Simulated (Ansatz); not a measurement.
# C2H4BrGeN: rigid torsion scan from a Python script

Wanted for C2H4BrGeN: a rigid torsion scan.

Program: the Python package of Ansatz 0.2.0. Level of theory: PBE/def2-SVP. These are calculated values, not measurements.

## (1) Starting point

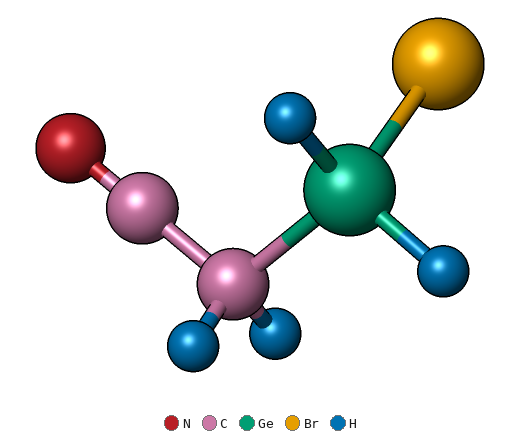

The structure that the script starts from, seen from a chosen angle (nitrogen red, carbon pink, germanium teal, bromine amber, hydrogen blue).

No structure file is read: the coordinates are typed or built in the script.

## (2) The code

torsion.py

```python
# -*- coding: utf-8 -*-
"""Rigid torsion scan of C2H4BrGeN."""

import ansatz as az
from ase import Atoms

config = {
    "basis": "def2-SVP",
    "xc": "pbe",
    "fmax": 0.02,
}


def main():
    atoms = Atoms(["N", "C", "C", "Ge", "Br", "H", "H", "H", "H"], positions=[
        (2.4549, 1.1835, -0.0117),
        (1.6319, 0.3775, 0.0984),
        (0.5912, -0.6419, 0.2379),
        (-1.123, 0.0958, -0.3111),
        (-1.6859, 1.8805, 1.0738),
        (0.5307, -0.9669, 1.2969),
        (0.8393, -1.5131, -0.4025),
        (-2.2114, -1.0024, -0.2034),
        (-1.0277, 0.5869, -1.7782),
    ])

    # relax first, so that the scan starts from a minimum
    first = (
        az.Crystal.molecule_from_ase(atoms).calculation()
        .basis(gaussian=config["basis"])
        .functional(config["xc"])
        .relax(force_tolerance=config["fmax"], max_steps=80)
    )
    atoms.positions = first.run(threads=1, pin="off").report["positions_ang"]

    start = atoms.get_dihedral(1, 2, 3, 4)
    energies = {}
    for turn in range(0, 360, 40):
        turned = atoms.copy()
        turned.set_dihedral(1, 2, 3, 4, start + turn, indices=[3, 4, 7, 8])
        model = (
            az.Crystal.molecule_from_ase(turned).calculation()
            .basis(gaussian=config["basis"])
            .functional(config["xc"])
        )
        energies[round((start + turn) % 360)] = model.run(threads=1, pin="off").report["free_energy_ev"]
    floor = min(energies.values())
    print("dihedral C1-C2-Ge3-Br4 (deg)   E - E(min) (kJ/mol)")
    for angle, e in sorted(energies.items()):
        print(f"{angle:8d} {96.485332 * (e - floor):14.3f}  " + "#" * int(30 * (e - floor) / max(max(energies.values()) - floor, 1e-9)))


if __name__ == "__main__":
    main()
```

## (3) Running it

The run is started by

```bash
$ python torsion.py
```

Standard output:

```text
dihedral C1-C2-Ge3-Br4 (deg)   E - E(min) (kJ/mol)
       8         11.626  ##############################
      48          4.902  ############
      88          3.936  ##########
     128          4.471  ###########
     168          0.000
     208          1.813  ####
     248          4.729  ############
     288          2.826  #######
     328          7.798  ####################
```

Wall time 96 s (1 thread of Arm Neoverse V1, shared host); peak memory 0.25 GiB.

## (4) The relaxation of run 0, step by step

Step by step:

```csv
step,E - E(step 1) (eV),largest force component (eV/Å)
1,0.0000,1.5755
2,-0.0458,0.4145
3,-0.0542,0.1612
4,-0.0558,0.0459
5,-0.0563,0.0349
6,-0.0571,0.0222
7,-0.0575,0.0220
8,-0.0576,0.0363
9,-0.0578,0.0350
10,-0.0578,0.0123
```

Step 1 is the start.

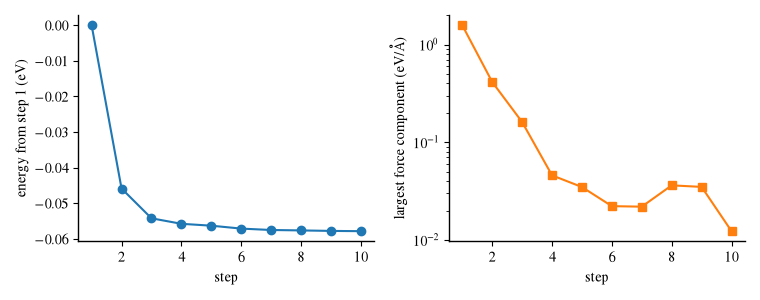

Energy and largest force along the relaxation.

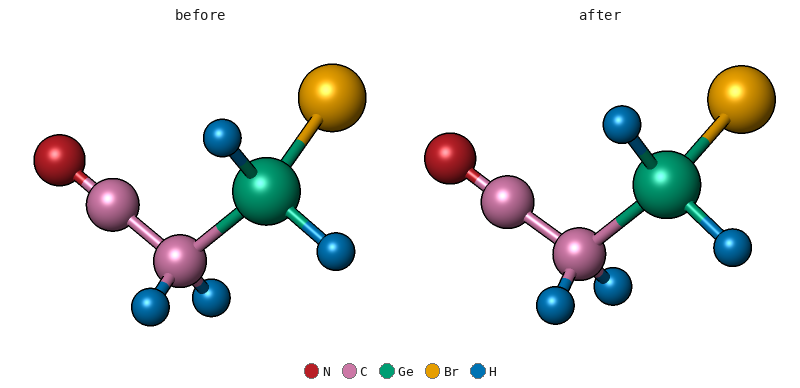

The structure before (left) and after (right) the relaxation, drawn at the same scale.

Before: Bond lengths: N1–C2 1.157 Å, C2–C3 1.463 Å, C3–Ge4 1.945 Å, Ge4–Br5 2.328 Å, C3–H6 1.109 Å, C3–H7 1.109 Å, Ge4–H8 1.550 Å, Ge4–H9 1.550 Å. Angles: N1–C2–C3 180.0°, C2–C3–Ge4 109.6°, C2–C3–H6 109.5°, C2–C3–H7 109.4°, Ge4–C3–H6 109.4°, Ge4–C3–H7 109.4°, H6–C3–H7 109.5°, C3–Ge4–Br5 109.6°, C3–Ge4–H8 109.3°, C3–Ge4–H9 109.5°, Br5–Ge4–H8 109.4°, Br5–Ge4–H9 109.6°, H8–Ge4–H9 109.5°.

After: Bond lengths: N1–C2 1.173 Å, C2–C3 1.451 Å, C3–Ge4 1.997 Å, Ge4–Br5 2.324 Å, C3–H6 1.110 Å, C3–H7 1.111 Å, Ge4–H8 1.550 Å, Ge4–H9 1.546 Å. Angles: N1–C2–C3 178.3°, C2–C3–Ge4 112.8°, C2–C3–H6 110.6°, C2–C3–H7 110.3°, Ge4–C3–H6 107.8°, Ge4–C3–H7 107.3°, H6–C3–H7 107.8°, C3–Ge4–Br5 108.0°, C3–Ge4–H8 108.6°, C3–Ge4–H9 110.6°, Br5–Ge4–H8 107.9°, Br5–Ge4–H9 108.5°, H8–Ge4–H9 113.1°.

Run 0 is this relaxation; the runs after it count from 1.

## (5) The engine's runs

From the records of these 9 runs:

```csv
run,turn (°),energy from run 7 (eV),SCF cycles,CPU time (s)
1,0,0.0293,19,4
2,40,0.0808,18,3.9
3,80,0.1205,19,4.2
4,120,0.0508,18,3.9
5,160,0.0408,17,3.8
6,200,0.0463,17,3.8
7,240,0.0000,18,4.2
8,280,0.0188,17,3.8
9,320,0.0490,19,4.1
```

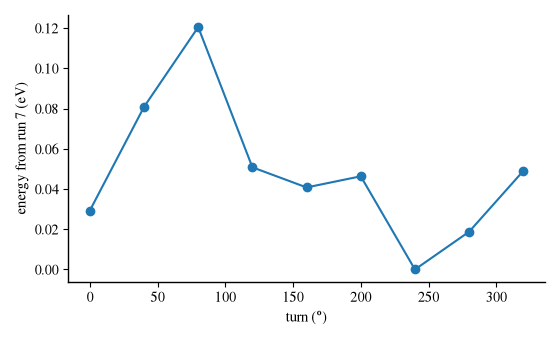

Energy against turn; lines join the points.

## (6) What came out

```
              quantity     value
         runs compared         9
       range of energy  0.120 eV
lowest point, turn (°)       240
```

In words: The lowest point lies at a turn of 240°, the highest 0.120 eV (11.6 kJ/mol) above it at 80°. The grid can miss the true lowest and highest points, and the rest of the molecule is held rigid. Run 0: After 9 moves the largest shift is 0.185 Å, of atom 5 (Br). The scan is rigid and the energies are electronic, in a modest basis. With rigid groups the curve can differ much from the relaxed path, the start wasn't checked as a minimum of this torsion, and equivalent turns needn't return to the same energy.
